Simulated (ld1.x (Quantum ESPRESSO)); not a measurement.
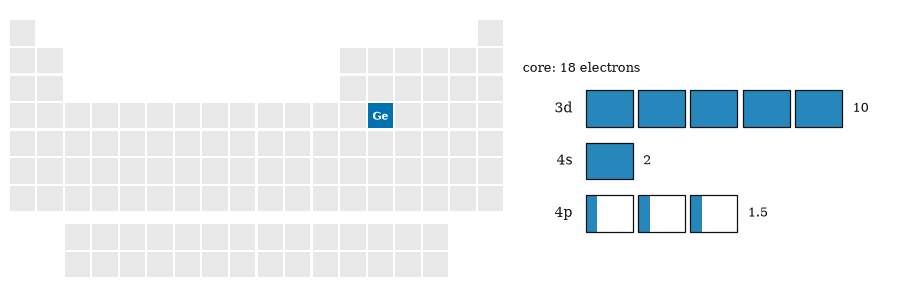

**Figure 1.** Left, the place of germanium in the periodic table; right, the valence shells of the reference configuration: a box for each of the 2l + 1 orbitals, shaded by the share of the shell that is filled, with the electron count at the right.

**Ge: pseudopotential generation (part 1 of 2)**

Germanium (Ge, Z = 32), core [Ar], reference valence 3d10 4s2 4p1.5 (an ion of charge +0.5), valence charge 14. Computed at this level: TM potential, PBEsol, scalar-relativistic, made with ld1.x (Quantum ESPRESSO) 7.5.

### The program's output
```
     Program LD1 v.7.5
     --------------------------- All-electron run ----------------------------

     Ge
     scalar relativistic calculation

     atomic number is 32.00
     dft =PBESOL   lsd =0 sic =0 latt =0  beta=0.20 tr2=1.0E-14
     Exchange-correlation= PBESOL
                           (   1   4  10   8   0   0   0)
     mesh =1207 r(mesh) = 100.41023 a.u. xmin = -7.00 dx = 0.01250
     1 Ry =  13.60569312 eV, c = 137.03599908

     n l     nl                  e(Ry)          e(Ha)          e(eV)
     1 0     1S 1( 2.00)      -805.2728      -402.6364    -10956.2946
     2 0     2S 1( 2.00)      -101.0522       -50.5261     -1374.8856
     2 1     2P 1( 6.00)       -88.3697       -44.1849     -1202.3311
     3 0     3S 1( 2.00)       -12.6684        -6.3342      -172.3624
     3 1     3P 1( 6.00)        -8.7958        -4.3979      -119.6723
     3 2     3D 1(10.00)        -2.4660        -1.2330       -33.5522
     4 0     4S 1( 2.00)        -1.1483        -0.5742       -15.6235
     4 1     4P 1( 1.50)        -0.5434        -0.2717        -7.3928

     final scf error:  7.0E-15 reached in  35 iterations

     Etot =   -4194.383792 Ry,   -2097.191896 Ha,  -57067.498716 eV

     Ekin =    4269.956418 Ry,    2134.978209 Ha,   58095.716673 eV
     Encl =  -10102.814983 Ry,   -5051.407492 Ha, -137455.800342 eV
     Eh   =    1794.133794 Ry,     897.066897 Ha,   24410.433821 eV
     Exc  =    -155.659021 Ry,     -77.829510 Ha,   -2117.848867 eV

     normalization and overlap integrals

     s(1S/1S) =  1.000000  <r> =   0.0470  <r2> =    0.0030  r(max) =   0.0309
     s(2S/2S) =  1.000000  <r> =   0.2102  <r2> =    0.0521  r(max) =   0.1754
     s(2P/2P) =  1.000000  <r> =   0.1838  <r2> =    0.0414  r(max) =   0.1418
     s(3S/3S) =  1.000000  <r> =   0.6247  <r2> =    0.4503  r(max) =   0.5402
     s(3P/3P) =  1.000000  <r> =   0.6474  <r2> =    0.4936  r(max) =   0.5402
     s(3D/3D) =  1.000000  <r> =   0.7362  <r2> =    0.6957  r(max) =   0.5012
     s(4S/4S) =  1.000000  <r> =   2.0727  <r2> =    4.9456  r(max) =   1.7277
     s(4P/4P) =  1.000000  <r> =   2.6893  <r2> =    8.4891  r(max) =   2.1367

     ------------------------ End of All-electron run ------------------------

     --------------------- Generating NC pseudopotential ---------------------

      Generating local pot.: lloc=0, matching radius rcloc =   1.3600

      Wfc   4P  rcut= 1.749  Using Troullier-Martins method

      Wfc   3D  rcut= 0.913  Using Troullier-Martins method

     ------------------- End of pseudopotential generation -------------------

     --------------------------- All-electron run ----------------------------

     Ge
     scalar relativistic calculation

     atomic number is 32.00
     dft =PBESOL   lsd =0 sic =0 latt =0  beta=0.20 tr2=1.0E-14
     Exchange-correlation= PBESOL
                           (   1   4  10   8   0   0   0)
     mesh =1207 r(mesh) = 100.41023 a.u. xmin = -7.00 dx = 0.01250
     1 Ry =  13.60569312 eV, c = 137.03599908

     n l     nl                  e(Ry)          e(Ha)          e(eV)
     1 0     1S 1( 2.00)      -805.2728      -402.6364    -10956.2946
     2 0     2S 1( 2.00)      -101.0522       -50.5261     -1374.8856
     2 1     2P 1( 6.00)       -88.3697       -44.1849     -1202.3311
     3 0     3S 1( 2.00)       -12.6684        -6.3342      -172.3624
     3 1     3P 1( 6.00)        -8.7958        -4.3979      -119.6723
     3 2     3D 1(10.00)        -2.4660        -1.2330       -33.5522
     4 0     4S 1( 2.00)        -1.1483        -0.5742       -15.6235
     4 1     4P 1( 1.50)        -0.5434        -0.2717        -7.3928

     final scf error:  7.0E-15 reached in  35 iterations

     Etot =   -4194.383792 Ry,   -2097.191896 Ha,  -57067.498716 eV

     Ekin =    4269.956418 Ry,    2134.978209 Ha,   58095.716673 eV
     Encl =  -10102.814983 Ry,   -5051.407492 Ha, -137455.800342 eV
     Eh   =    1794.133794 Ry,     897.066897 Ha,   24410.433821 eV
     Exc  =    -155.659021 Ry,     -77.829510 Ha,   -2117.848867 eV

     normalization and overlap integrals

     s(1S/1S) =  1.000000  <r> =   0.0470  <r2> =    0.0030  r(max) =   0.0309
     s(2S/2S) =  1.000000  <r> =   0.2102  <r2> =    0.0521  r(max) =   0.1754
     s(2P/2P) =  1.000000  <r> =   0.1838  <r2> =    0.0414  r(max) =   0.1418
     s(3S/3S) =  1.000000  <r> =   0.6247  <r2> =    0.4503  r(max) =   0.5402
     s(3P/3P) =  1.000000  <r> =   0.6474  <r2> =    0.4936  r(max) =   0.5402
     s(3D/3D) =  1.000000  <r> =   0.7362  <r2> =    0.6957  r(max) =   0.5012
     s(4S/4S) =  1.000000  <r> =   2.0727  <r2> =    4.9456  r(max) =   1.7277
     s(4P/4P) =  1.000000  <r> =   2.6893  <r2> =    8.4891  r(max) =   2.1367

     ------------------------ End of All-electron run ------------------------

     Computing logarithmic derivative in   1.89749
     Message from routine run_pseudo:
     Warning: convergence not achieved
     Computing logarithmic derivative in   1.89749
     Computing the partial wave expansion
       no projector for channel:   0
     R is outside the sphere for l=    1 j= 0.00
     R is outside the sphere for l=    2 j= 0.00

     ---------------------- Testing the pseudopotential ----------------------

     Ge
     scalar relativistic calculation

     atomic number is 32.00   valence charge is 14.00
     dft =PBESOL   lsd =0 sic =0 latt =0  beta=0.20 tr2=1.0E-14
     mesh =1207 r(mesh) = 100.41023 xmin = -7.00 dx = 0.01250

     n l     nl             e AE (Ry)        e PS (Ry)    De AE-PS (Ry)
     3 2     3D   1(10.00)       -2.46604       -2.46607        0.00003
     1 0     4S   1( 2.00)       -1.14830       -1.14830       -0.00000
     2 1     4P   1( 1.50)       -0.54336       -0.54336       -0.00000

     eps = 2.9E-12  iter =201

     Etot =   -4194.383792 Ry,   -2097.191896 Ha,  -57067.498716 eV
     Etotps =  -184.167900 Ry,     -92.083950 Ha,   -2505.731932 eV

     Ekin =     259.415211 Ry,     129.707606 Ha,    3529.523753 eV
     Encl =    -303.432532 Ry,    -151.716266 Ha,   -4128.409915 eV
     Ehrt =     163.310349 Ry,      81.655174 Ha,    2221.950492 eV
     Ecxc =     -22.452444 Ry,     -11.226222 Ha,    -305.481068 eV
     Epseu=    -281.008484 Ry,    -140.504242 Ha,   -3823.315194 eV

     ---------------------- End of pseudopotential test ----------------------
```

### Output of the test run (extracts)
```
     ---------------------- Testing the pseudopotential ----------------------

     Ge
     scalar relativistic calculation

     atomic number is 32.00   valence charge is 14.00
     dft =PBESOL   lsd =0 sic =0 latt =0  beta=0.20 tr2=1.0E-14
     mesh =1207 r(mesh) = 100.41023 xmin = -7.00 dx = 0.01250

     n l     nl             e AE (Ry)        e PS (Ry)    De AE-PS (Ry)
     3 2     3D   1(10.00)       -2.46604       -2.46607        0.00003
     1 0     4S   1( 2.00)       -1.14830       -1.14830       -0.00000
     2 1     4P   1( 1.50)       -0.54336       -0.54336       -0.00000

     eps = 5.5E-13  iter =201

     Etot =   -4194.383792 Ry,   -2097.191896 Ha,  -57067.498716 eV
     Etotps =  -184.167900 Ry,     -92.083950 Ha,   -2505.731931 eV

     Ekin =     259.415211 Ry,     129.707606 Ha,    3529.523753 eV
     Encl =    -303.432532 Ry,    -151.716266 Ha,   -4128.409915 eV
     Ehrt =     163.310349 Ry,      81.655174 Ha,    2221.950492 eV
     Ecxc =     -22.452444 Ry,     -11.226222 Ha,    -305.481068 eV
     Epseu=    -281.008484 Ry,    -140.504242 Ha,   -3823.315194 eV

     ---------------------- End of pseudopotential test ----------------------

     ---------------------- Testing the pseudopotential ----------------------

     Ge
     scalar relativistic calculation

     atomic number is 32.00   valence charge is 14.00
     dft =PBESOL   lsd =0 sic =0 latt =0  beta=0.20 tr2=1.0E-14
     mesh =1207 r(mesh) = 100.41023 xmin = -7.00 dx = 0.01250

     n l     nl             e AE (Ry)        e PS (Ry)    De AE-PS (Ry)
     3 2     3D   1(10.00)       -2.15441       -2.15632        0.00191
     1 0     4S   1( 2.00)       -0.86312       -0.86311       -0.00001
     2 1     4P   1( 2.00)       -0.28641       -0.28637       -0.00004

     eps = 7.0E-13  iter =201

     Etot =   -4194.589934 Ry,   -2097.294967 Ha,  -57070.303424 eV
     Etotps =  -184.374058 Ry,     -92.187029 Ha,   -2508.536856 eV
     dEtot_ae =      -0.206142 Ry
     dEtot_ps =      -0.206158 Ry,   Delta E=       0.000016 Ry

     Ekin =     259.519482 Ry,     129.759741 Ha,    3530.942435 eV
     Encl =    -307.801067 Ry,    -153.900534 Ha,   -4187.846867 eV
     Ehrt =     167.490880 Ry,      83.745440 Ha,    2278.829512 eV
     Ecxc =     -22.655985 Ry,     -11.327993 Ha,    -308.250381 eV
     Epseu=    -280.927368 Ry,    -140.463684 Ha,   -3822.211555 eV

     ---------------------- End of pseudopotential test ----------------------

     ---------------------- Testing the pseudopotential ----------------------

     Ge
     scalar relativistic calculation

     atomic number is 32.00   valence charge is 14.00
     dft =PBESOL   lsd =0 sic =0 latt =0  beta=0.20 tr2=1.0E-14
     mesh =1207 r(mesh) = 100.41023 xmin = -7.00 dx = 0.01250

     n l     nl             e AE (Ry)        e PS (Ry)    De AE-PS (Ry)
     3 2     3D   1(10.00)       -2.81776       -2.81489       -0.00287
     1 0     4S   1( 2.00)       -1.46208       -1.46209        0.00001
     2 1     4P   1( 1.00)       -0.82733       -0.82740        0.00007

     eps = 4.7E-12  iter =201

     Etot =   -4194.042153 Ry,   -2097.021076 Ha,  -57062.850477 eV
     Etotps =  -183.826202 Ry,     -91.913101 Ha,   -2501.082892 eV
     dEtot_ae =       0.341639 Ry
     dEtot_ps =       0.341698 Ry,   Delta E=      -0.000059 Ry

     Ekin =     259.294145 Ry,     129.647072 Ha,    3527.876565 eV
     Encl =    -298.504648 Ry,    -149.252324 Ha,   -4061.362633 eV
     Ehrt =     158.768401 Ry,      79.384200 Ha,    2160.154140 eV
     Ecxc =     -22.224590 Ry,     -11.112295 Ha,    -302.380953 eV
     Epseu=    -281.159510 Ry,    -140.579755 Ha,   -3825.370010 eV

     ---------------------- End of pseudopotential test ----------------------

     ---------------------- Testing the pseudopotential ----------------------

     Ge
     scalar relativistic calculation

     atomic number is 32.00   valence charge is 14.00
     dft =PBESOL   lsd =0 sic =0 latt =0  beta=0.20 tr2=1.0E-14
     mesh =1207 r(mesh) = 100.41023 xmin = -7.00 dx = 0.01250

     n l     nl             e AE (Ry)        e PS (Ry)    De AE-PS (Ry)
     3 2     3D   1(10.00)       -3.61817       -3.60561       -0.01256  !
     1 0     4S   1( 2.00)       -2.15220       -2.15191       -0.00028
     2 1     4P   1( 0.00)       -1.45534       -1.45525       -0.00008

     eps = 3.3E-13  iter =201

     Etot =   -4192.906700 Ry,   -2096.453350 Ha,  -57047.401848 eV
     Etotps =  -182.690531 Ry,     -91.345265 Ha,   -2485.631297 eV
     dEtot_ae =       1.477093 Ry
     dEtot_ps =       1.477369 Ry,   Delta E=      -0.000277 Ry

     Ekin =     259.035398 Ry,     129.517699 Ha,    3524.356133 eV
     Encl =    -287.309739 Ry,    -143.654870 Ha,   -3909.048142 eV
     Ehrt =     149.014978 Ry,      74.507489 Ha,    2027.452062 eV
     Ecxc =     -21.728917 Ry,     -10.864459 Ha,    -295.636983 eV
     Epseu=    -281.702250 Ry,    -140.851125 Ha,   -3832.754367 eV

     ---------------------- End of pseudopotential test ----------------------

     ---------------------- Testing the pseudopotential ----------------------

     Ge
     scalar relativistic calculation

     atomic number is 32.00   valence charge is 14.00
     dft =PBESOL   lsd =0 sic =0 latt =0  beta=0.20 tr2=1.0E-14
     mesh =1207 r(mesh) = 100.41023 xmin = -7.00 dx = 0.01250

     n l     nl             e AE (Ry)        e PS (Ry)    De AE-PS (Ry)
     3 2     3D   1(10.00)       -1.99101       -1.99360        0.00259
     1 0     4S   1( 2.00)       -0.70991       -0.70992        0.00000
     2 1     4P   1( 2.30)       -0.14877       -0.14873       -0.00005

     eps = 5.3E-12  iter =201

     Etot =   -4194.654849 Ry,   -2097.327425 Ha,  -57071.186637 eV
     Etotps =  -184.438966 Ry,     -92.219483 Ha,   -2509.419965 eV
     dEtot_ae =      -0.271057 Ry
     dEtot_ps =      -0.271065 Ry,   Delta E=       0.000008 Ry

     Ekin =     259.569034 Ry,     129.784517 Ha,    3531.616624 eV
     Encl =    -310.091934 Ry,    -155.045967 Ha,   -4219.015700 eV
     Ehrt =     169.753246 Ry,      84.876623 Ha,    2309.610569 eV
     Ecxc =     -22.761511 Ry,     -11.380756 Ha,    -309.686135 eV
     Epseu=    -280.907800 Ry,    -140.453900 Ha,   -3821.945323 eV

     ---------------------- End of pseudopotential test ----------------------

     ---------------------- Testing the pseudopotential ----------------------

     Ge
     scalar relativistic calculation

     atomic number is 32.00   valence charge is 14.00
     dft =PBESOL   lsd =0 sic =0 latt =0  beta=0.20 tr2=1.0E-14
     mesh =1207 r(mesh) = 100.41023 xmin = -7.00 dx = 0.01250

     n l     nl             e AE (Ry)        e PS (Ry)    De AE-PS (Ry)
     3 2     3D   1(10.00)       -2.94488       -2.94654        0.00166
     1 0     4S   1( 1.00)       -1.53371       -1.53376        0.00005
     2 1     4P   1( 2.00)       -0.88531       -0.88531       -0.00000

     eps = 7.8E-13  iter =201

     Etot =   -4193.400542 Ry,   -2096.700271 Ha,  -57054.120921 eV
     Etotps =  -183.184566 Ry,     -91.592283 Ha,   -2492.352990 eV
     dEtot_ae =       0.983250 Ry
     dEtot_ps =       0.983334 Ry,   Delta E=      -0.000084 Ry

     Ekin =     260.315008 Ry,     130.157504 Ha,    3541.766113 eV
     Encl =    -296.722115 Ry,    -148.361058 Ha,   -4037.110042 eV
     Ehrt =     157.218087 Ry,      78.609043 Ha,    2139.061045 eV
     Ecxc =     -22.105723 Ry,     -11.052862 Ha,    -300.763689 eV
     Epseu=    -281.889822 Ry,    -140.944911 Ha,   -3835.306416 eV

     ---------------------- End of pseudopotential test ----------------------
```

(Continued in part 2.) Outcome of the run: generated.
